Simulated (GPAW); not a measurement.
# Screening of a field by 1T-SiSTe monolayer

Aim: the dipole that a field along the normal induces in 1T-SiSTe monolayer.

Main program and level: GPAW 26.7.0; GPAW, PAW setups; layer in a repeated cell with vacuum, relaxation of atoms and in-plane cell, in the first sound run; inputs show where later runs differ.

### Step 1. The starting structure

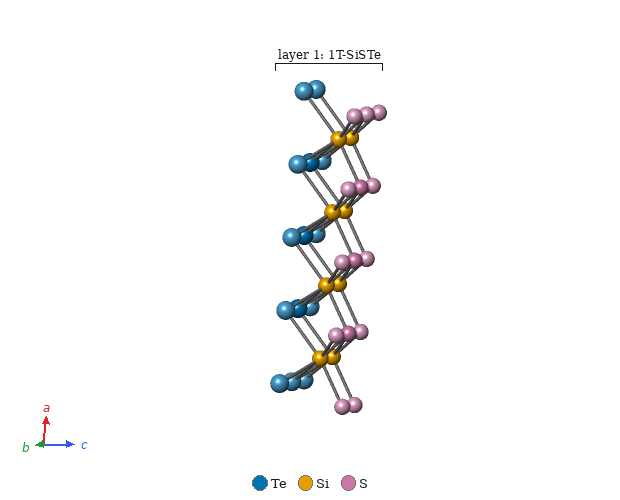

The starting structure, seen from the side, with the c axis across the page (tellurium blue, silicon orange, sulfur pink). 3×1×1 cells are drawn. Some periodic images of atoms are drawn too.

The cell holds 3 atoms: 1 Te, 1 Si and 1 S. Its edges and angles: a = 3.361 Å, b = 3.361 Å, c = 16.305 Å, α = 90.0°, β = 90.0°, γ = 120.0°. Vacuum lies along c.

### Step 2. Relaxing the atoms

Forces are removed first; all later runs use this geometry.

run.py reads:

```python
import json
import numpy as np
from ase import Atoms
from ase.filters import FrechetCellFilter
from ase.optimize import BFGS
from gpaw import GPAW, PW

slab = Atoms(
    ['Te', 'Si', 'S'],
    positions=[
        [1.68065, 0.97032, 7.00000],
        [0.00000, 0.00000, 8.41035],
        [-0.00000, 1.94065, 9.30478]],
    cell=[[3.3613, 0.0, 0.0], [-1.68065, 2.91097, 0.0], [0.0, 0.0, 16.3048]],
    pbc=[True, True, True])

slab.calc = GPAW(mode=PW(600), xc='PBE', kpts={'size': (9, 9, 1), 'gamma': True},
                 occupations={'name': 'fermi-dirac', 'width': 0.05}, nbands='200%',
                 convergence={'density': 1e-05}, maxiter=200,
                 symmetry={'tolerance': 1e-3}, txt='slab.txt')
result = {}
# The in-plane cell is free; stress needs a cell that repeats along all three vectors
path = []
opt = BFGS(FrechetCellFilter(slab, mask=[1, 1, 0, 0, 0, 1]), maxstep=0.2)
opt.attach(lambda: path.append((slab.get_potential_energy(), slab.positions.tolist(), slab.get_forces().tolist())))
result['relaxed'] = bool(opt.run(fmax=0.02, steps=45))
result['path'] = path
result['cell'] = slab.cell.tolist()
print('in-plane lattice', slab.cell.cellpar().round(4)[[0, 1, 5]])
energy = slab.get_potential_energy()
fermi = slab.calc.get_fermi_level()
v = slab.calc.get_electrostatic_potential().mean((0, 1)) - fermi
n = slab.calc.get_pseudo_density().mean((0, 1))
L = slab.cell[2, 2]
z = np.arange(len(v)) * L / len(v)
low, high = slab.positions[:, 2].min(), slab.positions[:, 2].max()
below, above = np.interp([low - 4.8, high + 4.8], z, v)
slopes = [np.interp(x, z, np.gradient(v, z)) for x in (low - 4.8, high + 4.8)]
eps = np.array([[slab.calc.get_eigenvalues(k, s) for k in range(len(slab.calc.get_ibz_k_points()))]
                for s in range(slab.calc.get_number_of_spins())]) - fermi
top, bottom = eps[eps < 0].max(), eps[eps > 0].min()
dipole = slab.get_dipole_moment()[2]
print(f'energy {energy:.4f} eV, Fermi level {fermi:.4f} eV, dipole {dipole:.5f} e A')
print(f'potential 4.8 A off the faces, from the Fermi level: lower {below:.4f} eV, upper {above:.4f} eV')
print(f'slope of the potential there: lower {slopes[0]:.5f}, upper {slopes[1]:.5f} eV/A')
print(f'nearest levels on the mesh: {top:.4f} and {bottom:.4f} eV')
print('magnetic moment', round(slab.get_magnetic_moment(), 3))
result.update(energy=energy, fermi=fermi, dipole=dipole, below=below, above=above, slopes=slopes, edges=[top, bottom],
              z=z.tolist(), v=v.tolist(), n=n.tolist(), positions=slab.positions.tolist(),
              forces=slab.get_forces(apply_constraint=False).tolist(), moments=slab.get_magnetic_moments().tolist())
json.dump(result, open('result.json', 'w'))
```

The run is started by

```console
> OMP_NUM_THREADS=1 OPENBLAS_NUM_THREADS=1 python run.py
```

Log:

```text
Step          Energy          fmax
BFGS:    0      -10.550004        6.136455
BFGS:    1      -11.883693        4.123001
BFGS:    2      -12.937598        1.422116
BFGS:    3      -13.030626        0.546426
BFGS:    4      -13.043405        0.322511
BFGS:    5      -13.048712        0.314716
BFGS:    6      -13.057032        0.209449
BFGS:    7      -13.061348        0.189209
BFGS:    8      -13.062935        0.117391
BFGS:    9      -13.063263        0.056131
BFGS:   10      -13.063381        0.022087
BFGS:   11      -13.063412        0.005087
in-plane lattice [  3.5322   3.5322 120.    ]
energy -13.0592 eV, Fermi level -0.3640 eV, dipole -0.06269 e A
potential 4.8 A off the faces, from the Fermi level: lower 4.5959 eV, upper 4.8337 eV
slope of the potential there: lower -0.06429, upper -0.06414 eV/A
nearest levels on the mesh: -0.1597 and 0.0564 eV
magnetic moment 0.0
```

Run time: 2.7 min. Hardware: 1 thread of AMD EPYC 7B13 (Zen 3), shared host; peak memory 0.29 GiB.

Numbers from this step:

* dipole along the normal: -0.06269 e·Å
* levels nearest the Fermi level on the mesh: -0.1597, 0.05642 eV from the Fermi level

Electrostatic potential energy of an electron (without an applied field's), less the Fermi level, planar mean against z:

| z (Å) | electrostatic potential energy of an electron (without an applied field's), less the Fermi level, planar mean (eV) |
| --- | --- |
| 0 | 4.72 |
| 1 | 4.65 |
| 2 | 4.59 |
| 3 | 4.52 |
| 4 | 4.42 |
| 5 | 3.78 |
| 6 | -5.23 |
| 7 | -14.8 |
| 8 | -7.36 |
| 9 | -7.24 |
| 10 | -7.65 |
| 11 | 4.38 |
| 12 | 4.96 |
| 13 | 4.93 |
| 14 | 4.86 |
| 15 | 4.80 |
| 16 | 4.73 |

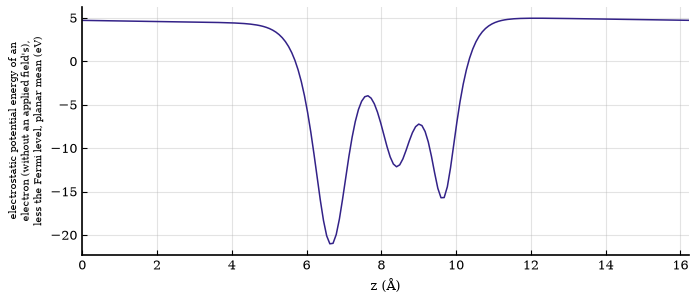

Electrostatic potential energy of an electron (without an applied field's), less the Fermi level, planar mean, plotted against z.

The pseudo valence density, planar mean oscillates, so the rows of the table below give means over windows of 1 Å about each position, cut where the curve ends. Its maxima inside the range that stand out by 2 % of the span (Å: e/Å³): 6.1: 0.300, 7.3: 0.363, 9.3: 0.433, 9.9: 0.342. Its minima: 6.6: 0.103, 8.3: 0.201, 9.7: 0.332.

The pseudo valence density, planar mean by z; means over each step:

```
z (Å)  pseudo valence density, planar mean (e/Å³)
    2                                      7.1e-6
    3                                      1.3e-4
    4                                     0.00229
    5                                      0.0378
    6                                       0.218
    7                                       0.256
    8                                       0.253
    9                                       0.358
   10                                       0.301
   11                                      0.0516
   12                                     0.00242
   13                                      1.2e-4
   14                                      5.8e-6
```

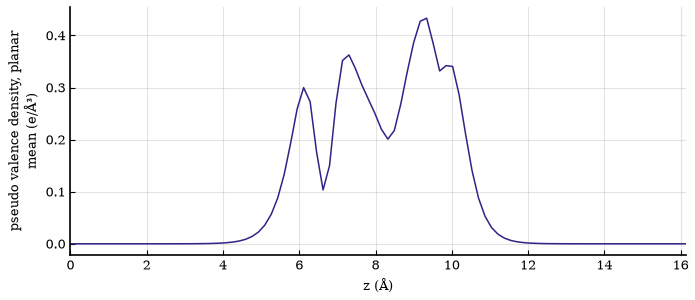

Pseudo valence density, planar mean, plotted against z.

The relaxation lowered the energy of the cell by 2.52 eV (energies extrapolated to zero smearing; the optimiser's log prints free energies). The largest force left on a free atom is 0.0051 eV/Å.

### Step 3. Plane waves, PBE

The work function is the vacuum plateau of the electrostatic potential less the Fermi level; a dipole layer lets the two faces have plateaus of their own.

This step: GPAW, PAW setups; slab in vacuum (GPAW 26.7.0).

The cell differs from the one that the last finished run ended in (c 16.305 → 16.999 Å).

run.py, as its differences from that of step 2:

```diff
@@ -3,4 +3,2 @@
 from ase import Atoms
-from ase.filters import FrechetCellFilter
-from ase.optimize import BFGS
 from gpaw import GPAW, PW
@@ -10,21 +8,14 @@
     positions=[
-        [1.68065, 0.97032, 7.00000],
-        [0.00000, 0.00000, 8.41035],
-        [-0.00000, 1.94065, 9.30478]],
-    cell=[[3.3613, 0.0, 0.0], [-1.68065, 2.91097, 0.0], [0.0, 0.0, 16.3048]],
-    pbc=[True, True, True])
+        [1.76611, 1.01966, 7.00000],
+        [0.00000, -0.00000, 8.74127],
+        [-0.00000, 2.03933, 9.99877]],
+    cell=[[3.53221, 0.0, 0.0], [-1.76611, 3.05899, 0.0], [0.0, 0.0, 16.9988]],
+    pbc=[True, True, False])
 
-slab.calc = GPAW(mode=PW(600), xc='PBE', kpts={'size': (9, 9, 1), 'gamma': True},
+slab.calc = GPAW(mode=PW(400), xc='PBE', kpts={'size': (9, 9, 1), 'gamma': True},
                  occupations={'name': 'fermi-dirac', 'width': 0.05}, nbands='200%',
                  convergence={'density': 1e-05}, maxiter=200,
+                 poissonsolver={'dipolelayer': 'xy'},
                  symmetry={'tolerance': 1e-3}, txt='slab.txt')
 result = {}
-# The in-plane cell is free; stress needs a cell that repeats along all three vectors
-path = []
-opt = BFGS(FrechetCellFilter(slab, mask=[1, 1, 0, 0, 0, 1]), maxstep=0.2)
-opt.attach(lambda: path.append((slab.get_potential_energy(), slab.positions.tolist(), slab.get_forces().tolist())))
-result['relaxed'] = bool(opt.run(fmax=0.02, steps=45))
-result['path'] = path
-result['cell'] = slab.cell.tolist()
-print('in-plane lattice', slab.cell.cellpar().round(4)[[0, 1, 5]])
 energy = slab.get_potential_energy()
```

Log:

```text
energy -13.0347 eV, Fermi level -0.5499 eV, dipole -0.04240 e A
potential 4.8 A off the faces, from the Fermi level: lower 4.3745 eV, upper 5.0804 eV
slope of the potential there: lower -0.00018, upper 0.00001 eV/A
nearest levels on the mesh: -0.1614 and 0.0568 eV
magnetic moment 0.0
```

Elapsed: 12 s, on 1 thread; peak memory 0.18 GiB.

This step gave:

```
dipole along the normal                    : -0.04240 e·Å
levels nearest the Fermi level on the mesh : -0.1614, 0.05677 eV from the Fermi level
upper work function                        : 5.080 eV
lower work function                        : 4.375 eV
```

The electrostatic potential energy of an electron (without an applied field's), less the Fermi level, planar mean by z:

| z (Å) | electrostatic potential energy of an electron (without an applied field's), less the Fermi level, planar mean (eV) |
| --- | --- |
| 0 | 4.73 |
| 1 | 4.37 |
| 2 | 4.37 |
| 3 | 4.37 |
| 4 | 4.36 |
| 5 | 4.14 |
| 6 | 0.408 |
| 7 | -21.0 |
| 8 | -4.06 |
| 9 | -10.3 |
| 10 | -15.7 |
| 11 | 3.16 |
| 12 | 5.00 |
| 13 | 5.08 |
| 14 | 5.08 |
| 15 | 5.08 |
| 16 | 5.08 |

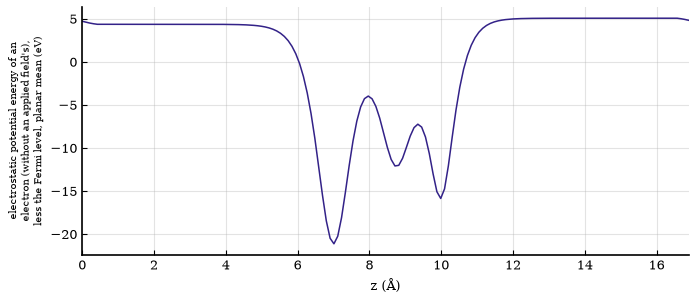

Electrostatic potential energy of an electron (without an applied field's), less the Fermi level, planar mean, plotted against z.

The pseudo valence density, planar mean oscillates, so the rows of the table below give means over windows of 2 Å about each position, cut where the curve ends. Its maxima inside the range that stand out by 2 % of the span (Å: e/Å³): 6.6: 0.287, 7.6: 0.362, 9.6: 0.433. Its minima: 7.0: 0.103, 8.7: 0.201.

Pseudo valence density, planar mean against z; means over each step:

```
z (Å)  pseudo valence density, planar mean (e/Å³)
    2                                      6.5e-6
    4                                     0.00199
    6                                       0.138
    8                                       0.264
   10                                       0.319
   12                                      0.0174
   14                                      3.6e-5
```

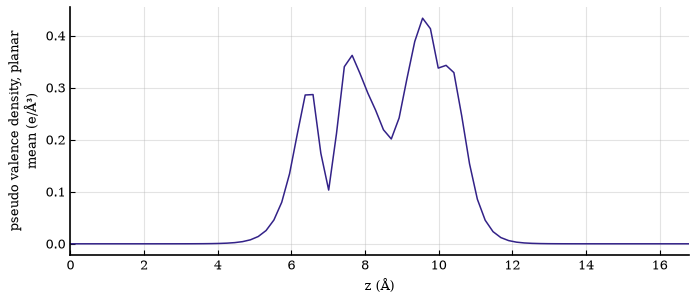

Pseudo valence density, planar mean against z.

The potential is flat to 1.8e-4 eV/Å where it is read, so the vacuum is wide enough.

### Step 4. In a field

A uniform field along the normal polarises the slab; the atoms stay fixed, so this is the electronic response alone.

run.py, as its differences from that of step 3:

```diff
@@ -4,2 +4,3 @@
 from gpaw import GPAW, PW
+from gpaw.external import ConstantElectricField
 
@@ -18,2 +19,3 @@
                  poissonsolver={'dipolelayer': 'xy'},
+                 external=ConstantElectricField(-0.2, [0, 0, 1]),
                  symmetry={'tolerance': 1e-3}, txt='slab.txt')
```

Log:

```text
energy -13.0495 eV, Fermi level -0.5244 eV, dipole -0.10577 e A
potential 4.8 A off the faces, from the Fermi level: lower 3.8046 eV, upper 5.5761 eV
slope of the potential there: lower -0.00010, upper 0.00005 eV/A
nearest levels on the mesh: -0.1556 and 0.0557 eV
magnetic moment 0.0
```

The job ended after 30 s (1 thread; peak memory 0.23 GiB).

Numbers from this step:

* dipole along the normal: -0.1058 e·Å
* levels nearest the Fermi level on the mesh: -0.1556, 0.05568 eV from the Fermi level
* potential below the slab, the applied field's own ramp left out: 3.805 eV from the Fermi level
* potential above the slab, the applied field's own ramp left out: 5.576 eV from the Fermi level

Electrostatic potential energy of an electron (without an applied field's), less the Fermi level, planar mean against z:

| z (Å) | electrostatic potential energy of an electron (without an applied field's), less the Fermi level, planar mean (eV) |
| --- | --- |
| 0 | 4.69 |
| 2 | 3.80 |
| 4 | 3.79 |
| 6 | -0.0607 |
| 8 | -4.15 |
| 10 | -15.4 |
| 12 | 5.48 |
| 14 | 5.58 |
| 16 | 5.58 |

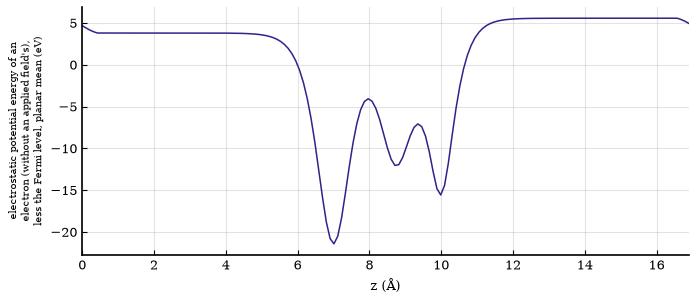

Electrostatic potential energy of an electron (without an applied field's), less the Fermi level, planar mean, plotted against z.

The dipole is now -0.106 e Å, against -0.042 in the run without a field.

### Step 5. Field on

run.py, as its differences from that of step 4:

```diff
@@ -19,3 +19,3 @@
                  poissonsolver={'dipolelayer': 'xy'},
-                 external=ConstantElectricField(-0.2, [0, 0, 1]),
+                 external=ConstantElectricField(-0.1, [0, 0, 1]),
                  symmetry={'tolerance': 1e-3}, txt='slab.txt')
```

Log:

```text
energy -13.0405 eV, Fermi level -0.5367 eV, dipole -0.07397 e A
potential 4.8 A off the faces, from the Fermi level: lower 4.0888 eV, upper 5.3276 eV
slope of the potential there: lower -0.00013, upper 0.00003 eV/A
nearest levels on the mesh: -0.1585 and 0.0562 eV
magnetic moment 0.0
```

Run time: 29 s. Hardware: 1 thread; peak memory 0.23 GiB.

This step gave:

```yaml
dipole_along_the_normal: -0.07397 e·Å
levels_nearest_the_fermi_level_on_the_mesh: -0.1585, 0.05622 eV from the Fermi level
potential_below_the_slab_the_applied_field_s_own_ramp_left_out: 4.089 eV from the Fermi level
potential_above_the_slab_the_applied_field_s_own_ramp_left_out: 5.328 eV from the Fermi level
```

The electrostatic potential energy of an electron (without an applied field's), less the Fermi level, planar mean by z:

| z (Å) | electrostatic potential energy of an electron (without an applied field's), less the Fermi level, planar mean (eV) |
| --- | --- |
| 0 | 4.71 |
| 1 | 4.09 |
| 2 | 4.09 |
| 3 | 4.09 |
| 4 | 4.08 |
| 5 | 3.86 |
| 6 | 0.174 |
| 7 | -21.2 |
| 8 | -4.10 |
| 9 | -10.2 |
| 10 | -15.6 |
| 11 | 3.37 |
| 12 | 5.24 |
| 13 | 5.32 |
| 14 | 5.33 |
| 15 | 5.33 |
| 16 | 5.33 |

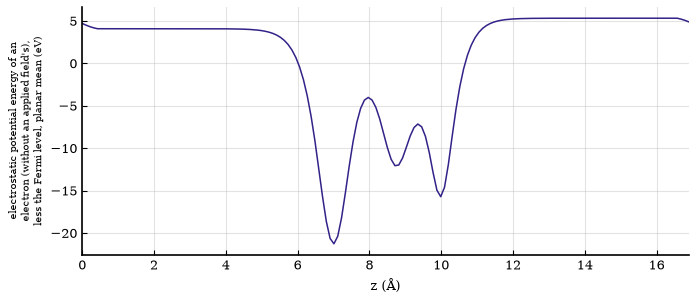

Electrostatic potential energy of an electron (without an applied field's), less the Fermi level, planar mean against z.

The dipole is now -0.0740 e Å, against -0.042 in the run without a field.

### Step 6. Field on

run.py, as its differences from that of step 5:

```diff
@@ -19,3 +19,3 @@
                  poissonsolver={'dipolelayer': 'xy'},
-                 external=ConstantElectricField(-0.1, [0, 0, 1]),
+                 external=ConstantElectricField(-0.05, [0, 0, 1]),
                  symmetry={'tolerance': 1e-3}, txt='slab.txt')
```

Log:

```text
energy -13.0372 eV, Fermi level -0.5432 eV, dipole -0.05806 e A
potential 4.8 A off the faces, from the Fermi level: lower 4.2315 eV, upper 5.2038 eV
slope of the potential there: lower -0.00015, upper 0.00002 eV/A
nearest levels on the mesh: -0.1600 and 0.0565 eV
magnetic moment 0.0
```

Elapsed: 29 s, on 1 thread; peak memory 0.23 GiB.

### Step 7. In a field

run.py, as its differences from that of step 6:

```diff
@@ -19,3 +19,3 @@
                  poissonsolver={'dipolelayer': 'xy'},
-                 external=ConstantElectricField(-0.05, [0, 0, 1]),
+                 external=ConstantElectricField(0.05, [0, 0, 1]),
                  symmetry={'tolerance': 1e-3}, txt='slab.txt')
```

Log:

```text
energy -13.0330 eV, Fermi level -0.5568 eV, dipole -0.02622 e A
potential 4.8 A off the faces, from the Fermi level: lower 4.5180 eV, upper 4.9573 eV
slope of the potential there: lower -0.00020, upper 0.00000 eV/A
nearest levels on the mesh: -0.1629 and 0.0570 eV
magnetic moment 0.0
```

The job ended after 31 s (1 thread; peak memory 0.23 GiB).

### Step 8. In a field

run.py, as its differences from that of step 7:

```diff
@@ -19,3 +19,3 @@
                  poissonsolver={'dipolelayer': 'xy'},
-                 external=ConstantElectricField(0.05, [0, 0, 1]),
+                 external=ConstantElectricField(0.1, [0, 0, 1]),
                  symmetry={'tolerance': 1e-3}, txt='slab.txt')
```

Log:

```text
energy -13.0321 eV, Fermi level -0.5640 eV, dipole -0.01030 e A
potential 4.8 A off the faces, from the Fermi level: lower 4.6618 eV, upper 4.8344 eV
slope of the potential there: lower -0.00023, upper -0.00000 eV/A
nearest levels on the mesh: -0.1644 and 0.0573 eV
magnetic moment 0.0
```

Run time: 31 s. Hardware: 1 thread; peak memory 0.23 GiB.

The dipole is now -0.0103 e Å, against -0.042 in the run without a field.

### Step 9. In a field

run.py, as its differences from that of step 8:

```diff
@@ -19,3 +19,3 @@
                  poissonsolver={'dipolelayer': 'xy'},
-                 external=ConstantElectricField(0.1, [0, 0, 1]),
+                 external=ConstantElectricField(0.2, [0, 0, 1]),
                  symmetry={'tolerance': 1e-3}, txt='slab.txt')
```

Log:

```text
energy -13.0327 eV, Fermi level -0.5790 eV, dipole 0.02158 e A
potential 4.8 A off the faces, from the Fermi level: lower 4.9509 eV, upper 4.5896 eV
slope of the potential there: lower -0.00029, upper -0.00001 eV/A
nearest levels on the mesh: -0.1673 and 0.0578 eV
magnetic moment 0.0
```

Run time: 29 s. Hardware: 1 thread; peak memory 0.23 GiB.

Table of electrostatic potential energy of an electron (without an applied field's), less the Fermi level, planar mean by z:

```csv
z (Å),"electrostatic potential energy of an electron (without an applied field's), less the Fermi level, planar mean (eV)"
0,4.77
2,4.95
4,4.93
6,0.878
8,-3.96
10,-16.0
12,4.51
14,4.59
16,4.59
```

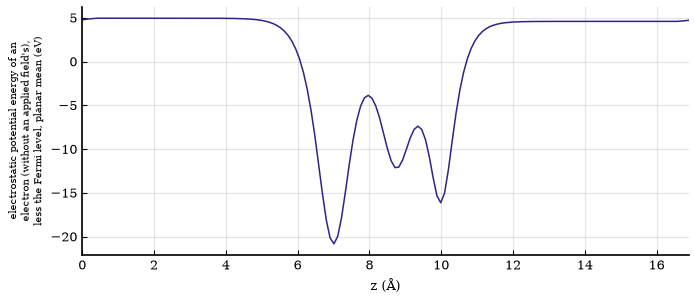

Electrostatic potential energy of an electron (without an applied field's), less the Fermi level, planar mean against z.

The dipole is now 0.0216 e Å, against -0.042 in the run without a field.

### Step 10. In a field

run.py, as its differences from that of step 9:

```diff
@@ -19,3 +19,3 @@
                  poissonsolver={'dipolelayer': 'xy'},
-                 external=ConstantElectricField(0.2, [0, 0, 1]),
+                 external=ConstantElectricField(0.3, [0, 0, 1]),
                  symmetry={'tolerance': 1e-3}, txt='slab.txt')
```

Log:

```text
energy -13.0365 eV, Fermi level -0.5949 eV, dipole 0.05351 e A
potential 4.8 A off the faces, from the Fermi level: lower 5.2418 eV, upper 4.3458 eV
slope of the potential there: lower -0.00037, upper -0.00003 eV/A
nearest levels on the mesh: -0.1702 and 0.0583 eV
magnetic moment 0.0
```

Run time: 32 s. Hardware: 1 thread; peak memory 0.23 GiB.

The dipole is now 0.0535 e Å, against -0.042 in the run without a field.

### Step 11. The series

The members are put on one axis.

This step: induced dipole against applied field (GPAW 26.7.0).

Dipole along the normal against field:

```csv
field (V/Å),dipole along the normal (e·Å)
-0.200,-0.106
-0.100,-0.0740
-0.050,-0.0581
0.000,-0.0424
0.050,-0.0262
0.100,-0.0103
0.200,0.0216
0.300,0.0535
```

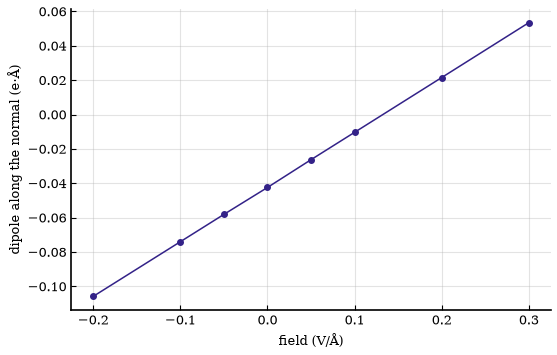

Dipole along the normal, plotted against field.

### Step 12. Outcome

```json
{
 "work function, upper and lower face": "5.080 and 4.375 eV",
 "dipole along the normal": "-0.0424 e Å",
 "induced dipole per field": "0.319 e Å per V/Å",
 "out-of-plane polarisability per area, α/(ε0 A)": "5.33 Å"
}
```

The field induces 0.319 e Å per V/Å, a polarisable thickness α/(ε0 A) of 5.33 Å beside 3.00 Å between the outermost nuclei. A perfect conductor would give the distance between its two image planes; a dielectric of thickness t gives t(1 - 1/ε). The two faces differ by 0.71 eV, the step that the slab's dipole makes (e p/(ε0 A) gives 0.71 eV), so the dipole layer is needed. The induced dipole is linear in the field over this range. The starting lattice was a guess from atomic radii; the relaxation moved it by 5 %. The relaxation of atoms and cell ran in a fully periodic cell without the dipole layer, so the atoms of this polar layer felt a small spurious field. The layer's cell and atoms come from the relaxation; spin-orbit coupling and temperature are left out.

[Logs are printed without paths, hosts, clocks, repeated set-up lines and the standing remarks that a program may print on its own settings, such as how far it seeks lower states.]

[Hosts, paths, dates, database ids (printed as entryN), source tags and the programs' standing remarks are cut or masked in the printed files.]
